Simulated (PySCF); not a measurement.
## Electronic structure of C₄H₉BO₂Si in real space

Input

```
{"job": {"kind": "uv", "xc": "PBE0", "basis": "def2-SVPD", "nstates": 8, "ntriplets": 3}, "charge": 0, "multiplicity": 1}
B     -1.148206    -1.619341     1.012609
Si     0.015351    -0.157462     0.482010
O      1.505121    -0.504726    -0.093098
C      1.933630    -1.550316    -0.915440
C      0.246669     1.455670     1.516923
O     -0.613981     2.216703     0.657146
C     -0.876609     1.328571    -0.356362
C     -1.568441     1.620670    -1.448981
H     -1.002907    -2.690172     0.564137
H     -2.051209    -1.470760     1.737238
H      1.405426    -2.478002    -0.685635
H      3.001979    -1.693119    -0.750115
H      1.763913    -1.297169    -1.964146
H     -0.150827     1.469133     2.532195
H      1.242606     1.900703     1.524438
H     -1.748005     0.873010    -2.199514
H     -1.961509     2.608636    -1.623315
```

Command:

```sh
OMP_NUM_THREADS=1 python probes_run.py task.json out
```

Geometry: GFN2-xTB.

Level of theory: PBE0/def2-SVPD, SCF density, gas phase in PySCF.

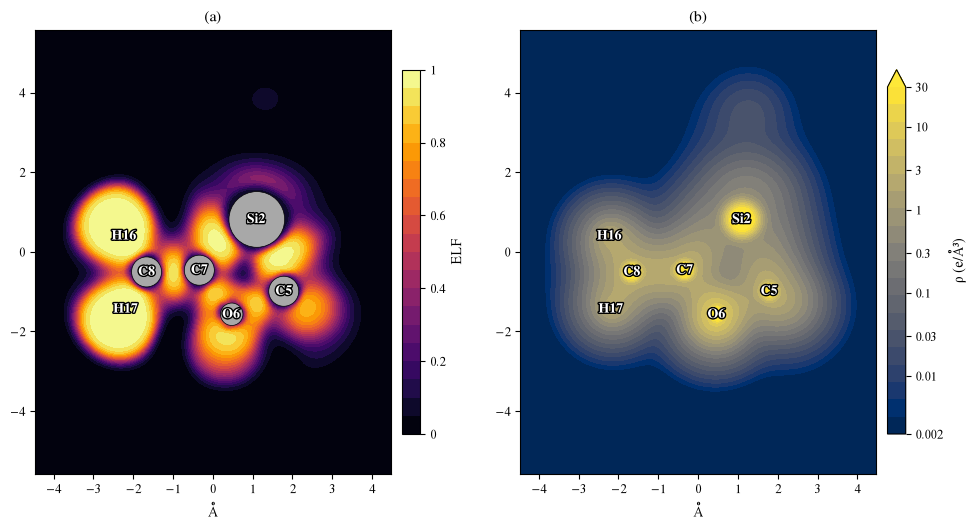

Figure 1. (a) electron localisation function; (b) electron density on the plane of atoms H16, C8 and H17. Grey discs cover the atomic cores in the ELF map.

Question: Describe what can be read from this map.

Answer: The plane passes through Si, C, O and H nuclei.
C–C (1.33 Å): ρ is about 2.3 e/Å³ halfway; the ELF peaks at about 0.95 between the atoms; a multiple bond.
C–O (1.37 Å): ρ is about 2.3 e/Å³ halfway, with its minimum of 1.9 e/Å³ about 0.5 Å from C; the ELF peaks at about 0.90 between the atoms; a shared but strongly polarised pair.
C–Si (1.93 Å): the density is about 0.88 e/Å³ at the midpoint; the ELF peaks at about 0.95 between the atoms; a shared electron pair.
C–H (1.07 Å): ρ is about 2 e/Å³ halfway; the ELF climbs to about 1 towards the hydrogen, as it does in any bond to H: a covalent bond by its length.
C–O (1.43 Å): the density is about 2 e/Å³ at the midpoint, with its minimum of 1.7 e/Å³ about 0.5 Å from C; the ELF peaks at about 0.90 between the atoms; a polar covalent bond.
The ELF also peaks beside O6, away from the bonds: lone-pair regions.

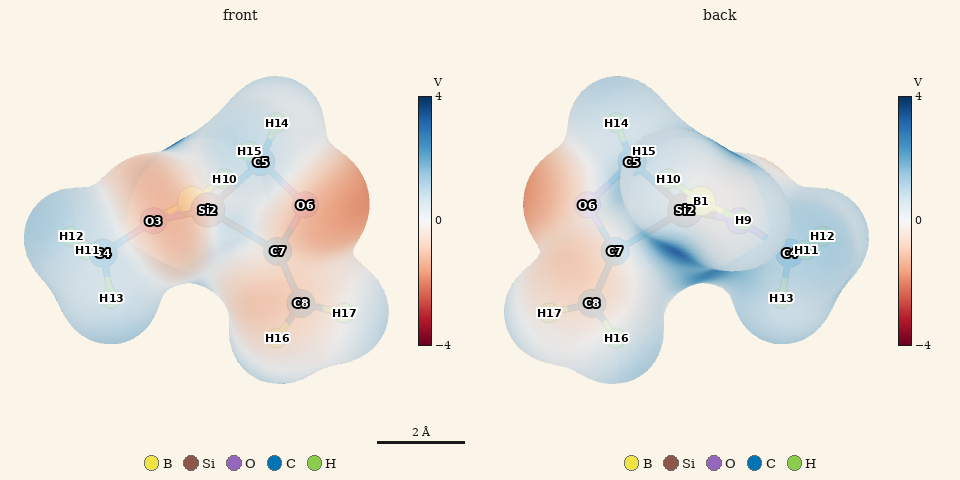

Figure 2. The molecular electrostatic potential painted on the density surface at 0.004 e/bohr³, seen from the front and from behind; the colour scale runs from red (negative) to blue (positive).

Question: Which sites attract a positive test charge, and which a negative one?

Answer: A positive charge is drawn to the negative regions and a negative charge to the positive ones. The most negative region (about −1.7 V) lies over O6, the most positive (about +3.2 V) over B1. O6 is the likeliest acceptor of a hydrogen bond.

Question: What dipole moment does the calculation give?

Answer: Its dipole moment is 3.04 D.
